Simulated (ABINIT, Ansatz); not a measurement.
**LiBeH3 (Pm-3m): phonons by linear response**

How does LiBeH3 (Pm-3m) vibrate, and is this structure a minimum?

Method: DFT LDA, scalar-relativistic, plane waves, PseudoDojo norm-conserving pseudopotentials, in ABINIT 10.8.3.

The structure was built from a prototype and need not be the compound's stable phase.

## Step 1: The structure

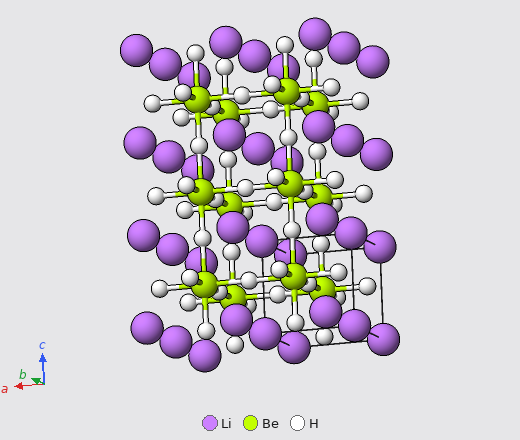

The cell as given, from a free direction (lithium purple, beryllium green, hydrogen white). 2×2×3 cells are drawn. Some periodic images of atoms are drawn too.

## Step 2: Relaxation

The harmonic expansion needs vanishing forces, and a free crystal bears no stress, so cell and atoms are brought to rest. Stress is more sensitive to the basis than forces are: the last 3 Ha under the cutoff are smoothed with ecutsm, and the cutoff is raised above that of the later runs.

The starting cell comes from a relaxation made beforehand in Ansatz (LDA, PseudoDojo NC).

Contents of relax.abi:

```
# relaxation
ionmov 2
optcell 2
dilatmx 1.08
ntime 40
tolmxf 1.0d-05
tolvrs 1.0d-14
prtwf 0
prtden 0
chksymtnons 0

# basis, mesh and filling
ecut 47.0
ecutsm 3.0
ngkpt 8 8 8
nshiftk 1
shiftk 0.0 0.0 0.0
istwfk *1
occopt 1
nband 5
nstep 100
diemac 9.0
prtebands 0
prtgsr 0
useylm 1

# cell and atoms
acell 5.898650601 5.898650601 5.898650601
rprim 
    1.0 0.0 0.0
    0.0 1.0 0.0
    0.0 0.0 1.0
ntypat 3
znucl 3 4 1
natom 5
typat 1 2 3 3 3
xred 
    0.0 0.0 0.0
    0.5 0.5 0.5
    0.5 0.5 0.0
    0.5 0.0 0.5
    0.0 0.5 0.5
pp_dirpath "./pseudo"
pseudos "Li.upf, Be.upf, H.upf"
```

Run with:

```
$ OMP_NUM_THREADS=1 mpirun -n 4 abinit relax.abi > relax.log
```

Numbers of over 12 decimals in the logs are rounded to 6 here.

relax.abo, the main output file:

```text
[banners, grids, parts of the stress and lines that vanish by symmetry left out]
- input  file    -> relax.abi
- output file    -> relax.abo
- root for input  files -> relaxi
[...]
Symmetries : space group Pm -3 m (#221); Bravais cP (primitive cubic)
[...]
mpw =        4012          nfft =       64000          nkpt =          35
[...]
== DATASET  1 ==================================================================
[...]
cutoff_energies: {ecut:  47.0, pawecutdg:  -1.0, }
[...]
ETOT  1  -22.680839382028    -2.268E+01 1.632E-01 1.046E+02
 ETOT  2  -22.696533042393    -1.569E-02 6.167E-08 3.161E+00
 ETOT  3  -22.696690079139    -1.570E-04 7.508E-07 7.038E-02
 ETOT  4  -22.696694121667    -4.043E-06 5.596E-08 2.225E-04
 ETOT  5  -22.696694128554    -6.887E-09 1.001E-10 1.007E-06
[...]
At SCF step    9       vres2   =  3.30E-16 < tolvrs=  1.00E-14 =>converged.
[...]
sigma(1 1)=  5.57404006E-07  sigma(3 2)=  0.00000000E+00
  sigma(2 2)=  5.57404006E-07  sigma(3 1)=  0.00000000E+00
  sigma(3 3)=  5.57404006E-07  sigma(2 1)=  0.00000000E+00
[...]
convergence: {deltae:  7.390E-13, res2:  3.304E-16, residm:  7.322E-20, diffor: null, }
etotal    :  -2.26966941E+01
[...]
ETOT  1  -22.696694131871    -2.270E+01 6.531E-14 2.276E-05
[...]
At SCF step    6       vres2   =  5.22E-15 < tolvrs=  1.00E-14 =>converged.
[...]
sigma(1 1)=  4.41017910E-07  sigma(3 2)=  0.00000000E+00
  sigma(2 2)=  4.41017910E-07  sigma(3 1)=  0.00000000E+00
  sigma(3 3)=  4.41017910E-07  sigma(2 1)=  0.00000000E+00
[...]
convergence: {deltae: -5.045E-13, res2:  5.223E-15, residm:  1.673E-18, diffor: null, }
etotal    :  -2.26966941E+01
[...]
ETOT  1  -22.696694115717    -2.270E+01 3.340E-11 3.267E-04
[...]
ETOT  6  -22.696694142325    -3.695E-13 1.981E-17 7.506E-14
 ETOT  7  -22.696694142325     2.629E-13 1.165E-20 7.229E-16
 At SCF step    7       vres2   =  7.23E-16 < tolvrs=  1.00E-14 =>converged.
[...]
sigma(1 1)= -7.42913743E-11  sigma(3 2)=  0.00000000E+00
  sigma(2 2)= -7.42913751E-11  sigma(3 1)=  0.00000000E+00
  sigma(3 3)= -7.42913743E-11  sigma(2 1)=  0.00000000E+00
[...]
convergence: {deltae:  2.629E-13, res2:  7.229E-16, residm:  1.165E-20, diffor: null, }
etotal    :  -2.26966941E+01
[...]
At Broyd/MD step   3, gradients are converged :
[...]
sigma(1 1)= -7.42913743E-11  sigma(3 2)=  0.00000000E+00
  sigma(2 2)= -7.42913751E-11  sigma(3 1)=  0.00000000E+00
  sigma(3 3)= -7.42913743E-11  sigma(2 1)=  0.00000000E+00
[...]
- sigma(1 1)= -2.18572769E-06  sigma(3 2)=  0.00000000E+00
- sigma(2 2)= -2.18572772E-06  sigma(3 1)=  0.00000000E+00
- sigma(3 3)= -2.18572769E-06  sigma(2 1)=  0.00000000E+00
[...]
fcart     -0.0000000000E+00 -0.0000000000E+00 -0.0000000000E+00
           strten     -7.4291374268E-11 -7.4291375135E-11 -7.4291374268E-11
================================================================================

[key lines of the parts left out:]
pressure_GPa:   2.1857E-06
Total energy (etotal) [Ha]= -2.26966941423247E+01
```

Elapsed: 8 s, on 4 MPI ranks of Intel Xeon 6975P-C (Granite Rapids), shared host; 31 s of CPU time.

Little changed from the start: no atom moved by 0.005 Å and no cell edge by 0.1 %.

Numbers from this step:

```yaml
volume_per_atom: 6.081 Å³
pressure: 2.19e-6 GPa
```

## Step 3: Ground state

The response is built on these wavefunctions, so the potential is converged far more tightly than an energy would need.

Contents of gs.abi:

```
# ground state
tolvrs 1.0d-16
prtden 1
prtwf 1
prtpot 1

# basis, mesh and filling
ecut 38.0
ngkpt 8 8 8
nshiftk 1
shiftk 0.0 0.0 0.0
istwfk *1
occopt 1
nband 5
nstep 100
diemac 9.0
prtebands 0
prtgsr 0
useylm 1

# cell and atoms
acell 5.898178287 5.898178287 5.898178287
rprim 
    1.0 0.0 0.0
    0.0 1.0 0.0
    0.0 0.0 1.0
ntypat 3
znucl 3 4 1
natom 5
typat 1 2 3 3 3
xred 
    0.0 0.0 0.0
    0.5 0.5 0.5
    0.5 0.5 0.0
    0.5 0.0 0.5
    0.0 0.5 0.5
pp_dirpath "./pseudo"
pseudos "Li.upf, Be.upf, H.upf"
```

Run with:

```
$ OMP_NUM_THREADS=1 mpirun -n 4 abinit gs.abi > gs.log
```

gs.abo, the main output file:

```text
[banners, grids, parts of the stress and lines that vanish by symmetry left out]
- input  file    -> gs.abi
- output file    -> gs.abo
- root for input  files -> gsi
[...]
Symmetries : space group Pm -3 m (#221); Bravais cP (primitive cubic)
[...]
mpw =        2320          nfft =       46656          nkpt =          35
[...]
== DATASET  1 ==================================================================
[...]
cutoff_energies: {ecut:  38.0, pawecutdg:  -1.0, }
[...]
ETOT  1  -22.678187723268    -2.268E+01 1.404E-01 7.598E+01
 ETOT  2  -22.696308961861    -1.812E-02 1.004E-07 2.358E+00
 ETOT  3  -22.696472282747    -1.633E-04 6.593E-07 4.864E-02
 ETOT  4  -22.696475996395    -3.714E-06 5.733E-08 1.590E-04
 ETOT  5  -22.696476003204    -6.809E-09 9.593E-11 1.029E-06
[...]
ETOT  9  -22.696476003252    -1.776E-14 1.490E-19 1.743E-16
 ETOT 10  -22.696476003252    -4.263E-13 5.544E-22 8.404E-19
 At SCF step   10       vres2   =  8.40E-19 < tolvrs=  1.00E-16 =>converged.
[...]
sigma(1 1)=  1.46283818E-05  sigma(3 2)=  0.00000000E+00
  sigma(2 2)=  1.46283818E-05  sigma(3 1)=  0.00000000E+00
  sigma(3 3)=  1.46283818E-05  sigma(2 1)=  0.00000000E+00
[...]
convergence: {deltae: -4.263E-13, res2:  8.404E-19, residm:  5.544E-22, diffor: null, }
etotal    :  -2.26964760E+01
[...]
sigma(1 1)=  1.46283818E-05  sigma(3 2)=  0.00000000E+00
  sigma(2 2)=  1.46283818E-05  sigma(3 1)=  0.00000000E+00
  sigma(3 3)=  1.46283818E-05  sigma(2 1)=  0.00000000E+00
[...]
- sigma(1 1)=  4.30381853E-01  sigma(3 2)=  0.00000000E+00
- sigma(2 2)=  4.30381853E-01  sigma(3 1)=  0.00000000E+00
- sigma(3 3)=  4.30381853E-01  sigma(2 1)=  0.00000000E+00
[...]
fcart     -0.0000000000E+00 -0.0000000000E+00 -0.0000000000E+00
           strten      1.4628381849E-05  1.4628381849E-05  1.4628381849E-05
================================================================================

[key lines of the parts left out:]
pressure_GPa:  -4.3038E-01
```

Wall time 3.4 s (4 MPI ranks).

Read from the output:

```
pressure : -0.4304 GPa
```

The cell stands at -0.43 GPa: the relaxation ran with a smoothed and higher cutoff, and the difference is a stress of the finite basis.

## Step 4: The gap at rest

Empty bands on the ground state's density check that the gap assumed so far is there in this cell.

Contents of gap.abi:

```
# empty bands on the ground state's density
iscf -2
getden_filepath "gso_DEN"
tolwfr 1.0d-12
nbdbuf 2
prtwf 0

# basis, mesh and filling
ecut 38.0
ngkpt 8 8 8
nshiftk 1
shiftk 0.0 0.0 0.0
istwfk *1
occopt 1
nband 9
nstep 100
diemac 9.0
prtebands 0
prtgsr 0
useylm 1

# cell and atoms
acell 5.898178287 5.898178287 5.898178287
rprim 
    1.0 0.0 0.0
    0.0 1.0 0.0
    0.0 0.0 1.0
ntypat 3
znucl 3 4 1
natom 5
typat 1 2 3 3 3
xred 
    0.0 0.0 0.0
    0.5 0.5 0.5
    0.5 0.5 0.0
    0.5 0.0 0.5
    0.0 0.5 0.5
pp_dirpath "./pseudo"
pseudos "Li.upf, Be.upf, H.upf"
```

Run with:

```
$ OMP_NUM_THREADS=1 mpirun -n 4 abinit gap.abi > gap.log
```

gap.abo, the main output file:

```text
[banners, grids, parts of the stress and lines that vanish by symmetry left out]
- input  file    -> gap.abi
- output file    -> gap.abo
- root for input  files -> gapi
[...]
Symmetries : space group Pm -3 m (#221); Bravais cP (primitive cubic)
[...]
mpw =        2320          nfft =       46656          nkpt =          35
[...]
== DATASET  1 ==================================================================
[...]
cutoff_energies: {ecut:  38.0, pawecutdg:  -1.0, }
[...]
-outvars: echo values of variables after computation
            acell      5.8981782870E+00  5.8981782870E+00  5.8981782870E+00 Bohr
================================================================================
```

Elapsed: 2.8 s, on 4 MPI ranks.

Numbers from this step:

```
gap on the k-mesh : 1.210 eV
```

In this cell the gap on the mesh is 1.2 eV, indirect (smallest direct 2.9 eV), so fixed occupations hold.

## Step 5: Zone-centre response

The derivative of the wavefunctions by k comes first, since the response to a field is built on it; then the field and the displacements that symmetry doesn't supply are solved at q = 0.

It reads the wavefunctions written in step 3.

Contents of dfpt_gamma.abi:

```
ndtset 2

# common to the responses
getwfk_filepath "gso_WFK"
kptopt 2
nqpt 1
qpt 0.0 0.0 0.0
asr 0
chneut 0

# d/dk
rfelfd1 2
rfdir1 1 1 1
iscf1 -3
tolwfr1 1.0d-20

# displacements, field
rfphon2 1
rfatpol2 1 5
rfdir2 1 1 1
rfelfd2 3
getddk2 1
tolvrs2 1.0d-10
prtwf2 0
prtpot2 1

# basis, mesh and filling
ecut 38.0
ngkpt 8 8 8
nshiftk 1
shiftk 0.0 0.0 0.0
istwfk *1
occopt 1
nband 5
nstep 100
diemac 9.0
prtebands 0
prtgsr 0
useylm 1

# cell and atoms
acell 5.898178287 5.898178287 5.898178287
rprim 
    1.0 0.0 0.0
    0.0 1.0 0.0
    0.0 0.0 1.0
ntypat 3
znucl 3 4 1
natom 5
typat 1 2 3 3 3
xred 
    0.0 0.0 0.0
    0.5 0.5 0.5
    0.5 0.5 0.0
    0.5 0.0 0.5
    0.0 0.5 0.5
pp_dirpath "./pseudo"
pseudos "Li.upf, Be.upf, H.upf"
```

Run with:

```
$ OMP_NUM_THREADS=1 mpirun -n 4 abinit dfpt_gamma.abi > dfpt_gamma.log
```

dfpt_gamma.abo, the main output file:

```text
[banners, grids, parts of the stress and lines that vanish by symmetry left out]
- input  file    -> dfpt_gamma.abi
- output file    -> dfpt_gamma.abo
- root for input  files -> dfpt_gammai
[...]
DATASET    1 : space group Pm -3 m (#221); Bravais cP (primitive cubic)
[...]
nfft =       46656          nkpt =         260
[...]
DATASET    2 : space group Pm -3 m (#221); Bravais cP (primitive cubic)
[...]
nfft =       46656          nkpt =         260
[...]
== DATASET  1 ==================================================================
[...]
cutoff_energies: {ecut:  38.0, pawecutdg:  -1.0, }
[...]
-  1.00000   1.00000  180309                  znucl, zion, pspdat
[...]
Perturbation : derivative vs k along direction   1
[...]
-ETOT  1  -12.243791372130     -1.224E+01 1.227E-01 0.000E+00
 ETOT  2  -12.247279987955     -3.489E-03 4.339E-05 0.000E+00
 ETOT  3  -12.247281379680     -1.392E-06 4.834E-08 0.000E+00
 ETOT  4  -12.247281380515     -8.350E-10 2.394E-11 0.000E+00
 ETOT  5  -12.247281380515     -6.466E-13 2.452E-14 0.000E+00
[...]
At SCF step    8   max residual=  9.95E-21 < tolwfr=  1.00E-20 =>converged.
[...]
Perturbation : derivative vs k along direction   2
[...]
-ETOT  1  -12.243792608003     -1.224E+01 1.087E-01 0.000E+00
[...]
At SCF step    8   max residual=  9.95E-21 < tolwfr=  1.00E-20 =>converged.
[...]
Perturbation : derivative vs k along direction   3
[...]
-ETOT  1  -12.243791373333     -1.224E+01 1.227E-01 0.000E+00
[...]
At SCF step    8   max residual=  9.95E-21 < tolwfr=  1.00E-20 =>converged.
[...]
1        1       1.1615504127   -0.0000000000
     1        2       0.0000000000    0.0000000000
     1        3       0.0000000000    0.0000000000
     2        1       0.0000000000    0.0000000000
     2        2       1.1615504127    0.0000000000
     2        3       0.0000000000    0.0000000000
     3        1       0.0000000000    0.0000000000
     3        2       0.0000000000    0.0000000000
     3        3       1.1615504127   -0.0000000000
[...]
== DATASET  2 ==================================================================
[...]
cutoff_energies: {ecut:  38.0, pawecutdg:  -1.0, }
[...]
Perturbation : displacement of atom   1   along direction   1
[...]
-ETOT  1  0.394504     -1.179E+03 1.504E+01 2.854E+02
[...]
At SCF step    8       vres2   =  1.28E-12 < tolvrs=  1.00E-10 =>converged.
[...]
Perturbation : displacement of atom   2   along direction   1
[...]
-ETOT  1   2.902417     -2.744E+03 5.848E+01 2.155E+03
[...]
At SCF step    8       vres2   =  2.09E-12 < tolvrs=  1.00E-10 =>converged.
[...]
Perturbation : displacement of atom   3   along direction   1
[...]
-ETOT  1  0.951776     -3.647E+01 2.137E-01 5.607E+02
[...]
At SCF step    8       vres2   =  2.54E-13 < tolvrs=  1.00E-10 =>converged.
[...]
Perturbation : displacement of atom   3   along direction   3
[...]
-ETOT  1   2.904887     -3.971E+01 2.376E-01 2.154E+03
[...]
At SCF step    8       vres2   =  1.24E-12 < tolvrs=  1.00E-10 =>converged.
[...]
Perturbation : homogeneous electric field along direction   1
[...]
-ETOT  1  -112.36577193850     -1.124E+02 6.408E+00 2.210E+03
[...]
ETOT  7  -113.19104038072     -2.430E-11 1.121E-13 9.203E-10
 ETOT  8  -113.19104038072      1.279E-13 4.598E-16 3.860E-12
 At SCF step    8       vres2   =  3.86E-12 < tolvrs=  1.00E-10 =>converged.
[...]
Dielectric tensor, in cartesian coordinates,
[...]
1    7   1    7         7.1086365077        -0.0000000000
   1    7   2    7        -0.0000000000        -0.0000000000
   1    7   3    7        -0.0000000000        -0.0000000000
   2    7   1    7        -0.0000000000        -0.0000000000
   2    7   2    7         7.1086365077        -0.0000000000
   2    7   3    7        -0.0000000000        -0.0000000000
   3    7   1    7        -0.0000000000        -0.0000000000
   3    7   2    7        -0.0000000000        -0.0000000000
   3    7   3    7         7.1086365077        -0.0000000000
  Effective charges, in cartesian coordinates,
[...]
1    1   1    7         1.2554179938         0.0000000000
   2    1   1    7         0.0000000000         0.0000000000
   3    1   1    7         0.0000000000         0.0000000000
   1    2   1    7         2.2518058490         0.0000000000
   2    2   1    7         0.0000000000         0.0000000000
[...]
Effective charges, in cartesian coordinates,
[...]
2    7   1    5         0.0000000000         0.0000000000
   3    7   1    5         0.0000000000         0.0000000000
   1    7   2    5         0.0000000000         0.0000000000
   2    7   2    5        -0.7574597333         0.0000000000
   3    7   2    5         0.0000000000         0.0000000000
   1    7   3    5         0.0000000000         0.0000000000
   2    7   3    5         0.0000000000         0.0000000000
   3    7   3    5        -0.7574597333         0.0000000000
  Phonon wavevector (reduced coordinates) :  0.00000  0.00000  0.00000
 Phonon energies in Hartree :
[...]
Phonon frequencies in cm-1    :
-  4.312670E-01  4.312673E-01  4.312680E-01  1.149963E+02  1.149963E+02
-  1.149963E+02  5.766282E+02  5.766282E+02  5.766282E+02  8.071862E+02
-  8.071862E+02  8.071862E+02  1.446603E+03  1.446603E+03  1.446603E+03
  Phonon at Gamma, with non-analyticity in the
[...]
Phonon energies in Hartree :
[...]
Phonon frequencies in cm-1    :
-  4.312670E-01  4.312673E-01  1.516741E+00  1.149963E+02  1.149963E+02
-  2.317722E+02  5.766282E+02  5.766282E+02  8.071862E+02  8.071862E+02
-  8.071862E+02  9.715153E+02  1.446603E+03  1.446603E+03  1.680495E+03
  Phonon at Gamma, with non-analyticity in the
[...]
Phonon energies in Hartree :
[...]
Phonon frequencies in cm-1    :
-  4.312670E-01  4.312680E-01  1.516741E+00  1.149963E+02  1.149963E+02
-  2.317722E+02  5.766282E+02  5.766282E+02  8.071862E+02  8.071862E+02
-  8.071862E+02  9.715153E+02  1.446603E+03  1.446603E+03  1.680495E+03
  Phonon at Gamma, with non-analyticity in the
[...]
Phonon energies in Hartree :
[...]
Phonon frequencies in cm-1    :
-  4.312673E-01  4.312680E-01  1.516741E+00  1.149963E+02  1.149963E+02
-  2.317722E+02  5.766282E+02  5.766282E+02  8.071862E+02  8.071862E+02
-  8.071862E+02  9.715153E+02  1.446603E+03  1.446603E+03  1.680495E+03
[...]
fcart2     0.0000000000E+00  0.0000000000E+00  0.0000000000E+00
           strten2     0.0000000000E+00  0.0000000000E+00  0.0000000000E+00
================================================================================
```

The job ended after 50 s (4 MPI ranks; 3.3 min of CPU time).

Numbers from this step:

- miss of the charge sum rule: 0.05239 e
- largest acoustic frequency at the zone centre before the sum rule: 0.43 cm⁻¹
- highest optical zone-centre mode (no LO-TO term): 1447 cm⁻¹
- lowest optical zone-centre mode: 115 cm⁻¹
- mean high-frequency dielectric constant: 7.109
- largest Born charge in size (third of the trace): 2.252 e

Born charge (rows field, columns displacement), before the sum rule (e), principal values of the symmetric part by kind of site:

```csv
atom,atoms with these values,low,middle,high,mean
Li1,1,1.26,1.26,1.26,1.26
Be2,1,2.25,2.25,2.25,2.25
H3,3,-2.04,-0.76,-0.76,-1.19
```

In full for Be2:

```
2.25 0.00 0.00
0.00 2.25 0.00
0.00 0.00 2.25
```

High-frequency dielectric tensor:

```
7.11 0.00 0.00
0.00 7.11 0.00
0.00 0.00 7.11
```

The acoustic modes at Γ come out as far as 0.4 cm⁻¹ from zero, where they should vanish, a small numerical error; the Born charges miss their sum rule by 0.052 e, too much: mesh or cutoff is short for the field response.

[end of part 1 of 4]

[Host names and launcher messages were left out of these logs when they were recorded.]

[Logs are printed without paths, hosts, clocks, repeated set-up lines and the standing remarks that a program may print on its own settings, such as how far it seeks lower states.]

[Hosts, paths, dates, database ids (printed as entryN), source tags and the programs' standing remarks are cut or masked in the printed files.]
